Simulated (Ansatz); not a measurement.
# AlBH2 (triplet): one geometry, many settings at scale of all distances = 0.885

Aim: run AlBH2 (triplet) at one geometry under a spread of methods and options, and see what each costs and gives.

Computed with Ansatz 0.2.0, Gaussian basis. Level: the settings change from run to run.

17 further runs of the same task are left out: 16 that didn't finish, 1 set aside as unsound or not needed.

### 1 What is computed

The geometry derives from a PBE0/def2-TZVP stationary point (not a proven minimum). All distances are scaled together.

4 atoms, charge 0, spin multiplicity 3.

Atoms are counted from 1 here; the program's logs count them from 0.

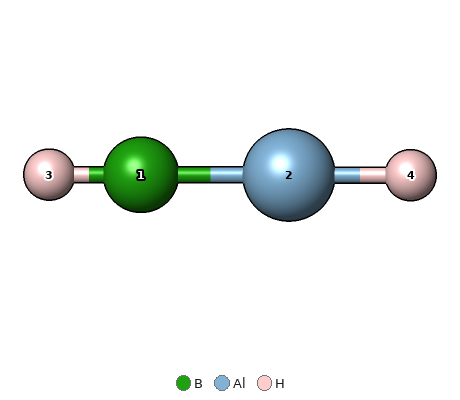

The geometry (boron green, aluminium light blue, hydrogen pink); atoms are numbered from 1 in the order of the file.

### 2 MP2 on UHF/def2-SVP

Contents of in.yaml:

```yaml
crystal:
  periodic: [false, false, false]
  atoms:
    - {symbol: B, position_ang: [0.000000, 0.000000, 0.930426]}
    - {symbol: Al, position_ang: [0.000000, 0.000000, -0.758873]}
    - {symbol: H, position_ang: [0.000000, 0.000000, 1.977459]}
    - {symbol: H, position_ang: [0.000000, 0.000000, -2.149012]}
basis:
  gaussian: {orbitals: def2-SVP}
magnetization: {spin_polarized: true, initial_magnetization: 2}
correlation: {method: mp2, electrons: outside_noble_gas}
output: {forces: true}
```

Run with:

```
ansatz run in.yaml --threads 1 --pin off --events-out ev --progress --plain --max-ram 2393MiB
```

Standard output:

```text
Functional definition: HF
  name "HF"
  cite "Fock, Z. Phys. 61, 126 (1930) doi:10.1007/BF01340294"
  parent pbe
  exchange = exact_x
  correlation = 0
406 factors; integrals over basis functions are off by at most 1.3e-3 eV
mean field evaluation 1: about -7278.0250 eV, gradient 1.0e1 eV
mean field evaluation 2: about -7278.0573 eV, gradient 1.0e1 eV
mean field evaluation 4: about -7279.0846 eV, gradient 9.8e-1 eV
mean field evaluation 8: about -7279.1022 eV, gradient 7.2e-4 eV
mean field -7279.10226334 eV, -267.5020742251 hartree, gradient 2.4e-6 eV, S^2 2.010397; 0 other end points of the search recorded, 0 dependent functions left out
6 core orbitals not correlated: weight in the atoms' cores, before any rotation towards them, 1.000 or more for the frozen orbitals, at most 0.000 for the correlated occupied ones
reference -7279.10226334 eV, -267.5020742251 hartree; 5, 3 occupied and 31, 33 virtual orbitals, 406 factors
second order -3.14406267 eV of doubles, -0.00000000 eV of singles
the calculation of the forces begins
mean field evaluation 16: about -7279.1023 eV, gradient 2.4e-6 eV
Total energy: -7282.24632601 eV, -267.6176163970 hartree
Atom 0 at     0.000000     0.000000     0.930426 Å, force    -0.000000    -0.000000     2.011472 eV/Å
Atom 1 at     0.000000     0.000000    -0.758873 Å, force     0.000000     0.000000    -3.609962 eV/Å
Atom 2 at     0.000000     0.000000     1.977459 Å, force     0.000000    -0.000000     5.412569 eV/Å
Atom 3 at     0.000000     0.000000    -2.149012 Å, force     0.000000    -0.000000    -3.814079 eV/Å
Dipole moment:    -0.000000     0.000000    -0.369183 e Å
```

Wall time 0.7 s (1 thread of Arm Neoverse N1, shared host).

From the report: ⟨S²⟩ of the determinant 2.010 (pure triplet: 2.00).

### 3 MP2 on ROHF/6-31G

Edit in.yaml of step 2 so:

```diff
@@ -8,5 +8,4 @@
 basis:
-  gaussian: {orbitals: def2-SVP}
-magnetization: {spin_polarized: true, initial_magnetization: 2}
-correlation: {method: mp2, electrons: outside_noble_gas}
-output: {forces: true}
+  gaussian: {orbitals: 6-31G}
+magnetization: {spin_polarized: false, initial_magnetization: 2}
+correlation: {method: mp2, electrons: valence}
```

Launched as before.

Standard output:

```text
Functional definition: HF
  name "HF"
  cite "Fock, Z. Phys. 61, 126 (1930) doi:10.1007/BF01340294"
  parent pbe
  exchange = exact_x
  correlation = 0
328 factors; integrals over basis functions are off by at most 1.7e-4 eV
mean field evaluation 1: about -7279.9349 eV, gradient 1.1e1 eV
mean field evaluation 2: about -7279.9399 eV, gradient 1.1e1 eV
mean field evaluation 4: about -7280.5586 eV, gradient 1.2e0 eV
mean field evaluation 8: about -7280.5685 eV, gradient 4.8e-4 eV
mean field -7280.56854088 eV, -267.5559589306 hartree, gradient 2.7e-6 eV, S^2 2.000000; 0 other end points of the search recorded, 0 dependent functions left out
mean field evaluation 16: about -7280.6414 eV, gradient 3.3e-1 eV
6 core orbitals not correlated: weight in the atoms' cores, before any rotation towards them, 1.000 or more for the frozen orbitals, at most 0.000 for the correlated occupied ones
reference -7280.56854088 eV, -267.5559589306 hartree; 5, 3 occupied and 15, 17 virtual orbitals, 328 factors
second order -1.79372944 eV of doubles, -0.04086870 eV of singles
Total energy: -7282.40313902 eV, -267.6233791688 hartree
```

Wall time 0.3 s (1 thread of Arm Neoverse N1, shared host).

### 4 MP2 on UHF/6-31++G**

Edit in.yaml of step 3 so:

```diff
@@ -8,4 +8,5 @@
 basis:
-  gaussian: {orbitals: 6-31G}
-magnetization: {spin_polarized: false, initial_magnetization: 2}
-correlation: {method: mp2, electrons: valence}
+  gaussian: {orbitals: "6-31++G**", point_charges: [{charge: -0.50, position_ang: [3.728, -0.079, 0.030]}]}
+magnetization: {spin_polarized: true, initial_magnetization: 2}
+hamiltonian: {pseudopotentials: {relativity: scalar}}
+correlation: {method: mp2, electrons: outside_noble_gas}
```

The command is unchanged.

Standard output:

```text
Functional definition: HF
  name "HF"
  cite "Fock, Z. Phys. 61, 126 (1930) doi:10.1007/BF01340294"
  parent pbe
  exchange = exact_x
  correlation = 0
456 factors; integrals over basis functions are off by at most 1.1e-3 eV
mean field evaluation 1: about -7291.1570 eV, gradient 1.2e1 eV
mean field evaluation 2: about -7291.2011 eV, gradient 1.2e1 eV
mean field evaluation 4: about -7292.5333 eV, gradient 1.2e0 eV
mean field evaluation 8: about -7292.5581 eV, gradient 1.3e-3 eV
mean field -7292.55808170 eV, -267.9965664289 hartree, gradient 2.2e-6 eV, S^2 2.011116; 0 other end points of the search recorded, 0 dependent functions left out
6 core orbitals not correlated: weight in the atoms' cores, before any rotation towards them, 1.000 or more for the frozen orbitals, at most 0.000 for the correlated occupied ones
reference -7292.55808170 eV, -267.9965664289 hartree; 5, 3 occupied and 43, 45 virtual orbitals, 456 factors
second order -3.15040081 eV of doubles, -0.00000000 eV of singles
Total energy: -7295.70848251 eV, -268.1123415233 hartree
Relativity: scalar
```

Wall time 0.57 s (1 thread of Arm Neoverse N1, shared host).

From the report: ⟨S²⟩ of the determinant 2.011 (pure triplet: 2.00).

### 5 HF/6-31G

Contents of in.yaml:

```yaml
crystal:
  periodic: [false, false, false]
  atoms:
    - {symbol: B, position_ang: [0.000000, 0.000000, 0.930426]}
    - {symbol: Al, position_ang: [0.000000, 0.000000, -0.758873]}
    - {symbol: H, position_ang: [0.000000, 0.000000, 1.977459]}
    - {symbol: H, position_ang: [0.000000, 0.000000, -2.149012]}
basis:
  gaussian: {orbitals: 6-31G}
magnetization: {spin_polarized: false, initial_magnetization: 2}
hamiltonian: {xc: hf}
accuracy: high
output: {orbitals: {seedname: orbitals}}
```

Same command.

Standard output:

```text
Functional definition: HF
  name "HF"
  cite "Fock, Z. Phys. 61, 126 (1930) doi:10.1007/BF01340294"
  parent pbe
  exchange = exact_x
  correlation = 0
570 factors; integrals over basis functions are off by at most 3.7e-9 eV
mean field evaluation 1: about -7279.9339 eV, gradient 1.1e1 eV
mean field evaluation 2: about -7279.9398 eV, gradient 1.1e1 eV
mean field evaluation 4: about -7280.5587 eV, gradient 1.2e0 eV
mean field evaluation 8: about -7280.5687 eV, gradient 4.8e-4 eV
mean field -7280.56871688 eV, -267.5559653987 hartree, gradient 1.5e-8 eV, S^2 2.000000; 0 other end points of the search recorded, 0 dependent functions left out
reference -7280.56871688 eV, -267.5559653987 hartree; 11, 9 occupied and 15, 17 virtual orbitals, 570 factors
Total energy: -7280.56871688 eV, -267.5559653987 hartree
```

It took 0.42 s on 1 thread of Arm Neoverse N1, shared host.

### 6 NEVPT2(2,3)/cc-pVDZ

Edit in.yaml of step 5 so:

```diff
@@ -8,6 +8,6 @@
 basis:
-  gaussian: {orbitals: 6-31G}
+  gaussian: {orbitals: cc-pVDZ}
 magnetization: {spin_polarized: false, initial_magnetization: 2}
-hamiltonian: {xc: hf}
-accuracy: high
-output: {orbitals: {seedname: orbitals}}
+hamiltonian: {pseudopotentials: {relativity: scalar}}
+correlation: {method: sc_nevpt2, electrons: outside_noble_gas, active_space: {window: {electrons: 2, orbitals: 3}}}
+scf: {lower_state_search: full}
```

Launched as before.

Standard output (excerpt; [...] marks lines left out):

```text
Functional definition: HF
  name "HF"
  cite "Fock, Z. Phys. 61, 126 (1930) doi:10.1007/BF01340294"
  parent pbe
[...]
399 factors; integrals over basis functions are off by at most 1.3e-3 eV
[...]
mean field -7292.69990626 eV, -268.0017783854 hartree, gradient 9.1e-7 eV, S^2 2.000000; 5 other end points of the search recorded, 0 dependent functions left out
reference -7292.69990626 eV, -268.0017783854 hartree; 11, 9 occupied and 31, 33 virtual orbitals, 399 factors
state -7292.69990626 eV, -268.0017783854 hartree
state -7292.69990626 eV, -268.0017783854 hartree; corrected -7295.93324105 eV, -268.1206012473 hartree
WARN: 1 active orbitals are nearly empty or full. The corrections depend on them more than the energy does, and are more stable in an active space without them
Total energy: -7295.93324105 eV, -268.1206012473 hartree
Relativity: scalar
```

It took 1.3 s on 1 thread of Arm Neoverse N1, shared host.

From the report: 4 determinants; active occupations 1.00, 1.00, 0.00. The report marks this result as in doubt.

### 7 BCCD(T) on UHF/cc-pVDZ

Contents of in.yaml:

```yaml
crystal:
  periodic: [false, false, false]
  atoms:
    - {symbol: B, position_ang: [0.000000, 0.000000, 0.930426]}
    - {symbol: Al, position_ang: [0.000000, 0.000000, -0.758873]}
    - {symbol: H, position_ang: [0.000000, 0.000000, 1.977459]}
    - {symbol: H, position_ang: [0.000000, 0.000000, -2.149012]}
basis:
  gaussian: {orbitals: cc-pVDZ, fitting: {mean_field: def2-universal-jkfit}, point_charges: [{charge: -0.50, position_ang: [4.981, 0.459, 0.683]}]}
magnetization: {spin_polarized: true, initial_magnetization: 2}
correlation: {method: bccd_t, electrons: outside_noble_gas}
scf: {lower_state_search: off}
output: {forces: true}
```

Same command.

Standard output (excerpt; [...] marks lines left out):

```text
Functional definition: HF
  name "HF"
  cite "Fock, Z. Phys. 61, 126 (1930) doi:10.1007/BF01340294"
  parent pbe
[...]
239 factors; integrals over basis functions are off by at most 2.8e-1 eV
[...]
mean field -7281.85287181 eV, -267.6031572217 hartree, gradient 1.3e-6 eV, S^2 2.010541; 0 other end points of the search recorded, 0 dependent functions left out
6 core orbitals not correlated: weight in the atoms' cores, before any rotation towards them, 1.000 or more for the frozen orbitals, at most 0.000 for the correlated occupied ones
reference -7281.85287181 eV, -267.6031572217 hartree; 5, 3 occupied and 31, 33 virtual orbitals, 239 factors
second order -3.12039059 eV of doubles, -0.00000000 eV of singles
cycle   1  -3.72078993 eV  change   -6.0e-1 eV  update   6.0e-2
[...]
cycle  12  -3.92593672 eV  change   -4.9e-7 eV  update   8.7e-7
perturbative correction -0.10699113 eV, -0.0039318514 hartree
[...]
Total energy: -7285.88579965 eV, -267.7513645863 hartree
Atom 0 at     0.000000     0.000000     0.930426 Å, force    -0.072305    -0.006663     2.127491 eV/Å
Atom 1 at     0.000000     0.000000    -0.758873 Å, force     0.108011     0.009953    -3.792104 eV/Å
Atom 2 at     0.000000     0.000000     1.977459 Å, force    -0.010543    -0.000972     5.559802 eV/Å
Atom 3 at     0.000000     0.000000    -2.149012 Å, force    -0.022424    -0.002066    -3.870341 eV/Å
Dipole moment:     0.093177     0.008586    -0.308147 e Å
Checks for a lower state left out: starts, cluster_reference, orbital_swaps, neighbouring_geometries, increment
```

Wall time 2.6 s (1 thread of Arm Neoverse N1, shared host).

From the report: ⟨S²⟩ of the determinant 2.011 (pure triplet: 2.00); correlation -4.0329 eV; largest double amplitude 0.06.

### 8 All runs side by side

Where basis and cores are those of an earlier FCI/6-31G run (-7283.0571 eV), and the state is the same kind, the miss against it is given. † marks a result that the program doubts.

```
                                                       level         correlated  functions  energy (eV)  from FCI (meV)    time
                                         MP2 on UHF/def2-SVP  outside noble gas         42   -7282.2463                   0.7 s
                                           MP2 on ROHF/6-31G            valence         26   -7282.4031           654.0   0.3 s
MP2 on UHF/6-31++G** (beside a point charge, relativity set)  outside noble gas         54   -7295.7085                  0.57 s
                                                    HF/6-31G                            26   -7280.5687          2488.4  0.42 s
                      NEVPT2(2,3)/cc-pVDZ (relativity set) †  outside noble gas         42   -7295.9332                   1.3 s
              BCCD(T) on UHF/cc-pVDZ (beside a point charge)  outside noble gas         42   -7285.8858                   2.6 s
```

### 9 Summary of results

| quantity | value |
| --- | --- |
| runs | 6 |
| quickest | MP2 on ROHF/6-31G, 0.3 s |
| slowest | BCCD(T) on UHF/cc-pVDZ (beside a point charge), 2.6 s |

In words: Total energies in different bases, with other cores or another treatment of relativity can't be set against each other. BCCD(T) on UHF/cc-pVDZ (beside a point charge) took 9 times as long as MP2 on ROHF/6-31G; the jobs differ in more than the method. Hartree-Fock, CASSCF and CASCI lack dynamic correlation by design.
